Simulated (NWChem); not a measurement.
# C2H4O (oxirane) at 4 levels

We compute a comparison of 4 runs (HF/STO-3G, HF/3-21G, B3LYP/6-31G*) of C2H4O (oxirane). 

The results are computed with NWChem 7.3.0.

1 further run of the same task is left out (set aside as unsound or not needed).

### Step 1. The molecule

C2H4O: 7 atoms, total charge 0, spin state singlet. As SMILES, `C1CO1`. The shape is that of a PBE0-D4/def2-TZVP optimisation.

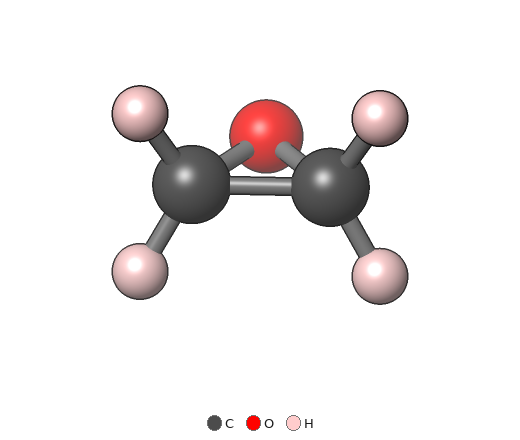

The structure, seen from a chosen angle (carbon dark grey, oxygen red, hydrogen pink).

### Step 2. Energy and gradient at HF/STO-3G (run 1)

run.py

```python
from ase import Atoms
from ase.calculators.nwchem import NWChem

system = Atoms(['C', 'C', 'O', 'H', 'H', 'H', 'H'], positions=[
    [-0.604500, -0.272900, -0.303700],
    [0.650000, 0.164200, 0.297000],
    [-0.339900, 1.100600, -0.086300],
    [-0.619200, -0.584700, -1.344900],
    [-1.378400, -0.703100, 0.326900],
    [0.797000, 0.054800, 1.368500],
    [1.556200, 0.173200, -0.303300],
])

calc = NWChem(
    label='m1',
    theory='scf',
    memory='2200 mb',
    basis='STO-3G',
    basispar='spherical bse',
    scf={'nopen': '0', 'rhf': None, 'thresh': '1e-08', 'maxiter': '80'},
)
system.calc = calc

forces = system.get_forces()
e = system.get_potential_energy()
print(f"E = {e:.6f} eV")
print("forces (eV/A):")
for s, f in zip(system.symbols, forces):
    print(f"{s:2s} {f[0]:10.5f} {f[1]:10.5f} {f[2]:10.5f}")
print("dipole (e A):", system.get_dipole_moment().round(4))
```

Launch:

```console
export ASE_NWCHEM_COMMAND="nwchem PREFIX.nwi > PREFIX.nwo"
python run.py
```

What it wrote:

```text
E = -4106.934478 eV
forces (eV/A):
C    -1.20775   -0.72407   -0.59716
C     1.38181    0.17535    0.64005
O    -0.40978    1.30160   -0.09338
H    -0.05122   -0.22230    0.03024
H     0.00216   -0.21289   -0.08572
H     0.16877   -0.15452   -0.00622
H     0.11601   -0.16316    0.11225
dipole (e A): [ 0.0894 -0.2848  0.0205]
```

The calculator wrote m1.nwi:

```
title "m1"

permanent_dir m1

scratch_dir m1

start m1

geometry units angstrom nocenter noautosym noautoz
  C  -6.0450000000000004e-01 -2.7289999999999998e-01 -3.0370000000000003e-01
  C  6.5000000000000002e-01 1.6420000000000001e-01 2.9699999999999999e-01
  O  -3.3989999999999998e-01 1.1006000000000000e+00 -8.6300000000000002e-02
  H  -6.1919999999999997e-01 -5.8470000000000000e-01 -1.3449000000000000e+00
  H  -1.3784000000000001e+00 -7.0309999999999995e-01 3.2690000000000002e-01
  H  7.9700000000000004e-01 5.4800000000000001e-02 1.3685000000000000e+00
  H  1.5562000000000000e+00 1.7319999999999999e-01 -3.0330000000000001e-01
end

memory 2200 mb

basis spherical bse noprint
   * library STO-3G
end

scf
  nopen 0
  rhf
  thresh 1e-08
  maxiter 80
end

task scf gradient
```

m1.nwo:

```text
Northwest Computational Chemistry Package (NWChem) 7.3.0
             --------------------------------------------------------

           Job information
           ---------------

    nwchem branch   = 7.3.0
    use scalapack   = T
    input           = m1.nwi
    prefix          = m1.
    data base       = m1/m1.db
    status          = startup
    nproc           =        1

           Memory information
           ------------------

    heap     =     72089598 doubles =      550.0 Mbytes
    stack    =     72089595 doubles =      550.0 Mbytes
    global   =    144179200 doubles =     1100.0 Mbytes (distinct from heap & stack)
    total    =    288358393 doubles =     2200.0 Mbytes
    verify   = yes
    hardfail = no

[... 141 lines left out ...]
 Convergence threshold     :          1.000E-08
[... 12 lines left out ...]
       Final RHF  results
[... 3 lines left out ...]
      One-electron energy =   -356.152428590659
[... 1 line left out ...]
 Nuclear repulsion energy =     75.707403581580
[... 27 lines left out ...]
                       ROHF Final Molecular Orbital Analysis
[... 194 lines left out ...]
                 ----------------------------------------
                 |  Time  |  1-e(secs)   |  2-e(secs)   |
                 ----------------------------------------
                 |  CPU   |       0.00   |       0.06   |
                 ----------------------------------------
                 |  WALL  |       0.00   |       0.06   |
                 ----------------------------------------

 Task  times  cpu:        0.5s     wall:        0.5s
 Total times  cpu:        0.5s     wall:        0.5s
```

It took 1.6 s on 1 thread of Intel Xeon Platinum 8488C (Sapphire Rapids), shared host; peak memory 0.098 GiB.

### Step 3. Energy and gradient at HF/3-21G (run 2)

test.nw

```
start test
memory stack 880 mb heap 220 mb global 1100 mb
geometry units angstrom noautosym nocenter noautoz
C       -0.604500      -0.272900      -0.303700
C        0.650000       0.164200       0.297000
O       -0.339900       1.100600      -0.086300
H       -0.619200      -0.584700      -1.344900
H       -1.378400      -0.703100       0.326900
H        0.797000       0.054800       1.368500
H        1.556200       0.173200      -0.303300
end
basis "ao basis" spherical bse
* library 3-21G
end
scf
thresh 1e-08
maxiter 80
print medium
end
task scf gradient
```

Launch:

```console
nwchem test.nw > test.out
```

What it wrote:

```text
[...]
  functions       =    35
[...]
  wavefunction    = RHF
[...]
         Total SCF energy =   -151.996839858842
      One-electron energy =   -356.372863998920
      Two-electron energy =    128.668620558498
 Nuclear repulsion energy =     75.707403581580
        Time for solution =      0.5s
[...]
                         RHF ENERGY GRADIENTS
    atom               coordinates                        gradient
                 x          y          z           x          y          z
   1 C      -1.142339  -0.515706  -0.573910    0.022881   0.039027   0.013117
   2 C       1.228322   0.310293   0.561249   -0.040494   0.016982  -0.017187
   3 O      -0.642318   2.079832  -0.163083    0.015961  -0.050786   0.003644
   4 H      -1.170118  -1.104923  -2.541492   -0.000124  -0.002251  -0.010866
   5 H      -2.604798  -1.328666   0.617751   -0.008130  -0.003515   0.006744
   6 H       1.506112   0.103557   2.586090    0.000955  -0.000355   0.011097
   7 H       2.940792   0.327301  -0.573154    0.008952   0.000899  -0.006548
[...]
```

Wall time 1.2 s (1 thread of Intel Xeon Platinum 8488C (Sapphire Rapids), shared host); peak memory 0.099 GiB.

Run 3 isn't shown in full; the table further down has it.

### Step 4. Energy and forces at B3LYP/6-31G(d) (Cartesian functions) (run 4)

c2h4o.nw

```
start c2h4o
title "C2H4O gradient"
memory stack 880 mb heap 220 mb global 1100 mb
charge 0

geometry noautosym nocenter noautoz
 C     -0.604500    -0.272900    -0.303700
 C      0.650000     0.164200     0.297000
 O     -0.339900     1.100600    -0.086300
 H     -0.619200    -0.584700    -1.344900
 H     -1.378400    -0.703100     0.326900
 H      0.797000     0.054800     1.368500
 H      1.556200     0.173200    -0.303300
end

basis
 * library 6-31G*
end

dft
 xc b3lyp
 mult 1
 grid xfine
 convergence energy 1e-08
 iterations 100
 mulliken
 noprint "final vectors analysis"
end

task dft gradient
```

Launch:

```console
nwchem c2h4o.nw > c2h4o.out
```

What it wrote:

```text
[...]
          Wavefunction type:  closed shell.
          No. of atoms     :     7
          No. of electrons :    24
[...]
          Charge           :     0
          Spin multiplicity:     1
[...]
          AO basis - number of functions:    53
[...]
              XC Information
              --------------
                         B3LYP Method XC Potential
                     Hartree-Fock (Exact) Exchange  0.200
                        Slater Exchange Functional  0.800 local
                    Becke 1988 Exchange Functional  0.720 non-local
              Lee-Yang-Parr Correlation Functional  0.810
                  VWN I RPA Correlation Functional  0.190 local
[...]
 d= 0,ls=0.0,diis     1   -153.7270332789 -2.29D+02  1.93D-02  5.47D-01     1.7
[...]
 d= 0,ls=0.0,diis     8   -153.7858993092  3.85D-10  1.02D-06  9.87D-09    12.6
         Total DFT energy =     -153.785899309186
      One electron energy =     -358.068312919452
           Coulomb energy =      149.504435387321
    Exchange-Corr. energy =      -20.929425358635
 Nuclear repulsion energy =       75.707403581580
[...]
      Total Density - Mulliken Population Analysis
     ---------------------------------------------
    Atom       Charge   Shell Charges
 -----------   ------   -------------------------------------------------------
    1 C    6     6.09   1.99  0.70  2.08  0.54  0.73  0.05
    2 C    6     6.09   1.99  0.70  2.08  0.54  0.73  0.05
    3 O    8     8.42   1.99  0.92  2.86  1.03  1.60  0.02
    4 H    1     0.85   0.54  0.31
    5 H    1     0.85   0.54  0.31
    6 H    1     0.85   0.54  0.31
    7 H    1     0.85   0.54  0.31
[...]
  wavefunction    = closed shell
                         DFT ENERGY GRADIENTS
    atom               coordinates                        gradient
                 x          y          z           x          y          z
   1 C      -1.142339  -0.515706  -0.573910    0.005789   0.007366   0.003114
   2 C       1.228322   0.310293   0.561249   -0.008843   0.002296  -0.003853
   3 O      -0.642318   2.079832  -0.163083    0.004289  -0.013626   0.000975
   4 H      -1.170118  -1.104923  -2.541492    0.000816   0.001515   0.002196
   5 H      -2.604798  -1.328666   0.617751    0.002084   0.001699  -0.000618
   6 H       1.506112   0.103557   2.586090   -0.001429   0.000471  -0.002296
   7 H       2.940792   0.327301  -0.573154   -0.002706   0.000278   0.000482
[...]
```

Run time: 16 s. Hardware: 1 thread of Intel Xeon Platinum 8488C (Sapphire Rapids), shared host; peak memory 0.14 GiB.

### Step 5. Overview of the runs

```
run                               level  iteration cap  module  energy (Eh)  dipole moment (D)  HOMO energy (eV)  LUMO energy (eV)  wall time
  1                           HF/STO-3G             80     scf  -150.927060               1.44             -9.94             12.58      1.6 s
  2                            HF/3-21G             80     scf  -151.996840               2.61            -12.05              7.45      1.2 s
  3  B3LYP/6-31G* (spherical functions)            100     dft  -153.783000               1.90             -7.26              2.90       15 s
  4  B3LYP/6-31G* (Cartesian functions)            100     dft  -153.785899               1.90                 –                 –       16 s
```

### Step 6. Outcome

| quantity | value |
| --- | --- |
| run 4: total energy | -153.78590 Eh |
| run 4: dipole moment | 1.90 D |
| run 4: largest force on an atom | 0.736 eV/Å |

In words: The dipole moment (its size) runs from 1.44 D (HF/STO-3G) to 2.61 D (HF/3-21G). Over runs 1, 2, 3 the HOMO–LUMO gap runs from 10.16 eV (B3LYP/6-31G*) to 22.52 eV (HF/STO-3G). The two ends differ in method and basis. In run 1 the basis is minimal, so the values are rough. All runs together took 34 s, the longest 16 s.
